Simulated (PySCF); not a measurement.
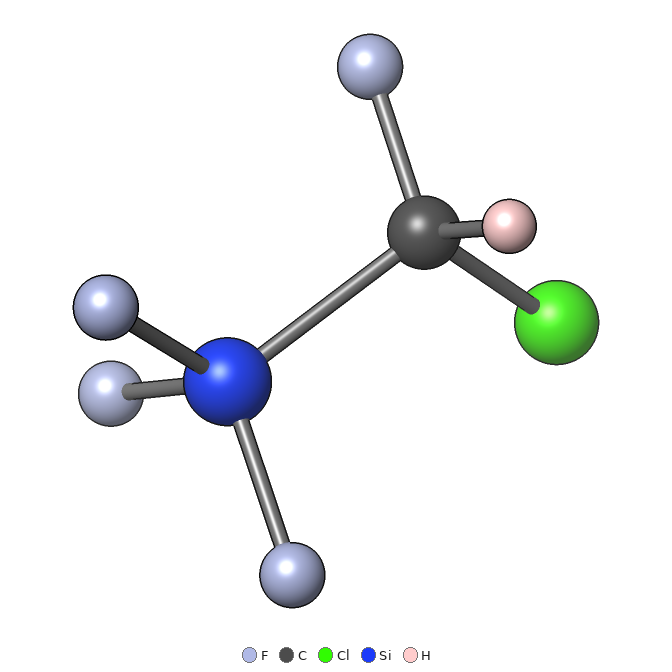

A ball-and-stick model of a molecule. Every bond is drawn as one stick, whatever its order.

Computed geometry: PBE0-D3(BJ)/def2-SVP optimisation. No frequency run is at hand to confirm it as a minimum.

Describe the molecule.

Formula CHClF4Si. As SMILES it reads `F[C@H](Cl)[Si](F)(F)F`. It has no ring. Among its groups: C–F bond, C–Cl bond. The point group is C1. Coordination: 1 C tetrahedral; 1 Si tetrahedral.

The parts below concern this one geometry. Atoms keep their numbers from picture to picture.

### Charges

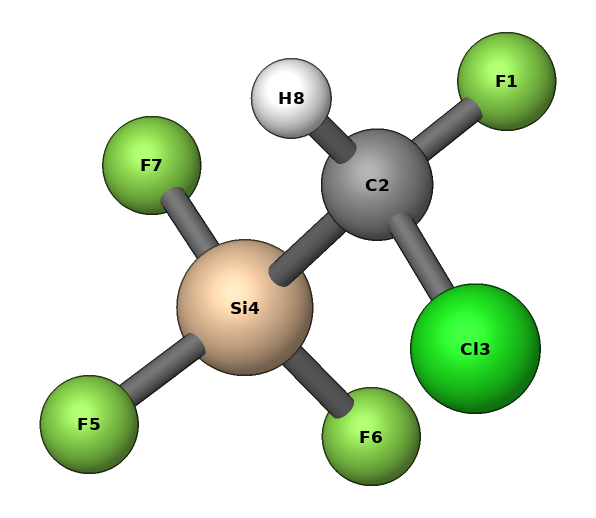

The questions are on ESP-fitted charges. No frequency run is at hand to confirm it as a minimum. Level of theory: PBE0/STO-3G, gas phase (PySCF 2.14.0).

Which atom carries the highest charge (most positive or least negative)?

Si4 (0.95 e).

And the lowest?

F7 (−0.25 e).

List the ESP-fitted charges.

```json
{"atom": "F1", "value (e)": "−0.02"}
{"atom": "C2", "value (e)": "−0.15"}
{"atom": "Cl3", "value (e)": "−0.20"}
{"atom": "Si4", "value (e)": "0.95"}
{"atom": "F5", "value (e)": "−0.24"}
{"atom": "F6", "value (e)": "−0.22"}
{"atom": "F7", "value (e)": "−0.25"}
{"atom": "H8", "value (e)": "0.13"}
```

### Electronic properties

No frequency run is at hand to confirm it as a minimum. Method: KT3/pcSseg-2, gas phase (PySCF 2.14.0).

Give the HOMO energy (Kohn–Sham orbital) at this level.

−7.84 eV.

What is the HOMO–LUMO gap?

6.25 eV.

Estimate the dipole moment.

1.43 D.

### Bond orders

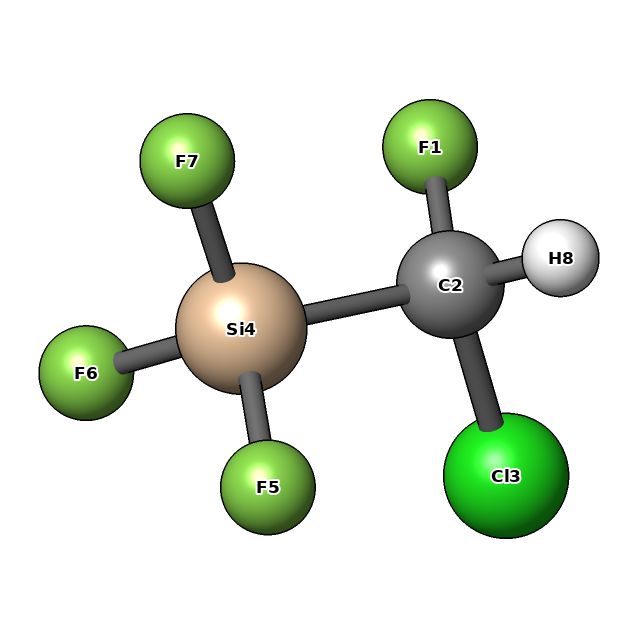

The thickness of each stick grows with its Mayer bond order. No frequency run is at hand to confirm it as a minimum. Computed with PBE0/6-31G (PySCF 2.14.0).

Which bond has the highest Mayer bond order?

C2–Cl3, 0.99, at a length of 1.782 Å.

List the Mayer bond orders of F1–C2, C2–Cl3, C2–Si4, C2–H8, Si4–F5, Si4–F6, Si4–F7.

| bond | Mayer order | length (Å) |
| --- | --- | --- |
| F1–C2 | 0.81 | 1.356 |
| C2–Cl3 | 0.99 | 1.782 |
| C2–Si4 | 0.74 | 1.881 |
| C2–H8 | 0.86 | 1.102 |
| Si4–F5 | 0.85 | 1.596 |
| Si4–F6 | 0.87 | 1.594 |
| Si4–F7 | 0.85 | 1.598 |
